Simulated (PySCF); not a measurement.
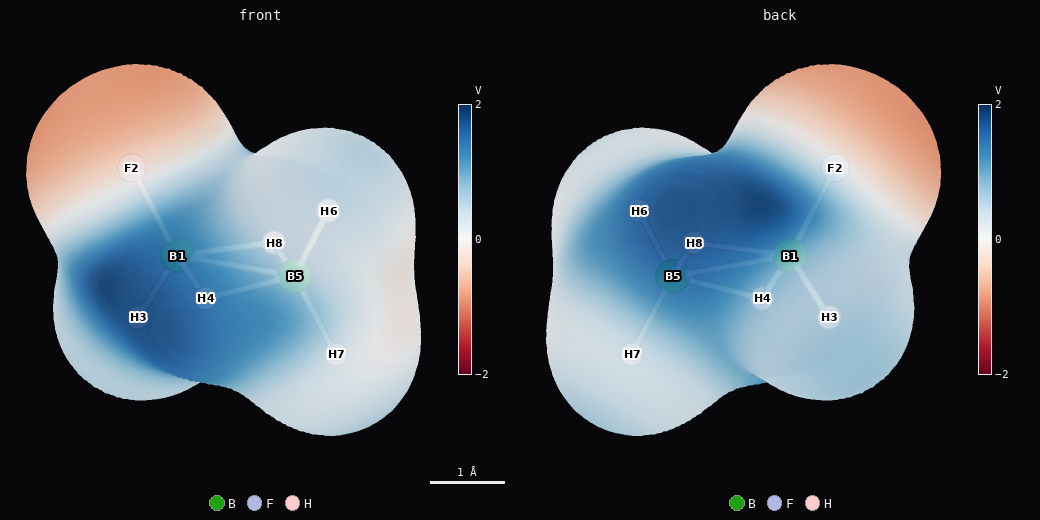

Figure. B₂FH₅ (diborane mono F). The electrostatic potential painted on the density surface at 0.004 e/bohr³, seen from the front and from behind; the colour scale runs from red (negative) to blue (positive).

Geometry: BP86-D3(BJ)/ma-def2-SVP.

Method: DFT single point, gas phase, functional BP86 in PySCF 2.14.0, density-fitted response routines.

Input file:

```
{"job": {"kind": "sp", "xc": "BP86", "basis": "ma-def2-SVP", "d3": "d3bj", "grid": 2}, "charge": 0, "multiplicity": 1}
B     -0.174016     0.830911    -0.280396
F     -0.350578     1.035358    -1.606210
H     -0.258868     1.765966     0.487780
H      0.998809     0.146041    -0.029744
B      0.181350    -0.832234     0.282904
H      0.249282    -1.706719    -0.549998
H      0.340089    -1.021205     1.467802
H     -0.966010    -0.203512     0.177747
```

Run with:

```sh
OMP_NUM_THREADS=1 python redox_run.py task.json out
```

Question: Which sites attract a positive test charge, and which a negative one?

Answer: A positive charge is drawn to the negative regions and a negative charge to the positive ones. The most negative region (about −0.8 V) lies over F2, the most positive (about +1.9 V) over B1.
